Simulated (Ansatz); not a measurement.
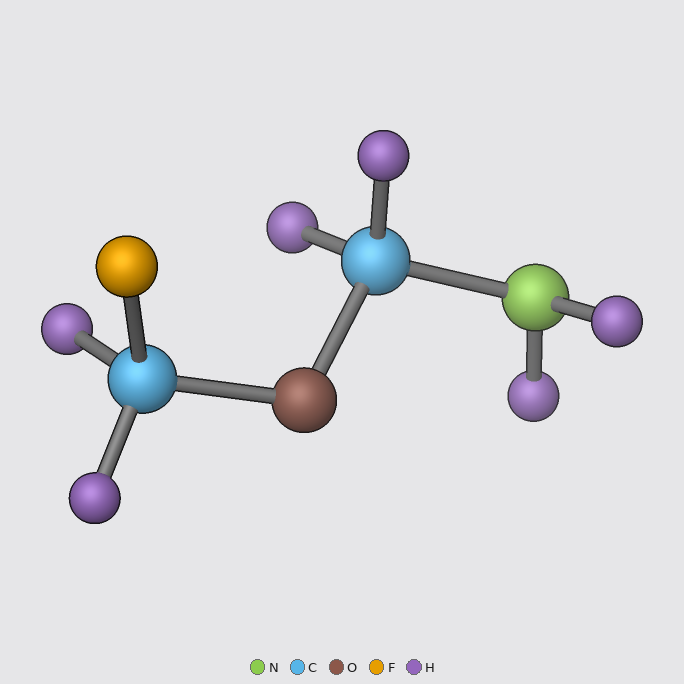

The geometry was computed by an optimisation with PBE0-D4/def2-TZVP. No frequency run is at hand to confirm it as a minimum.

Give the structural formula.

SMILES: NCOCF

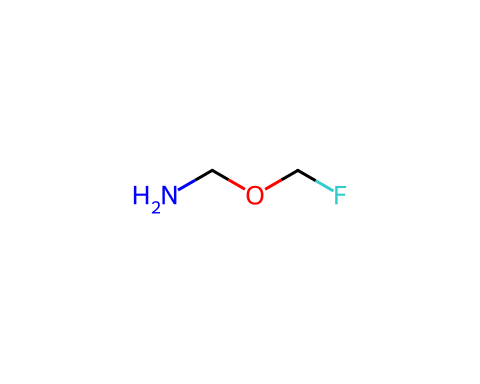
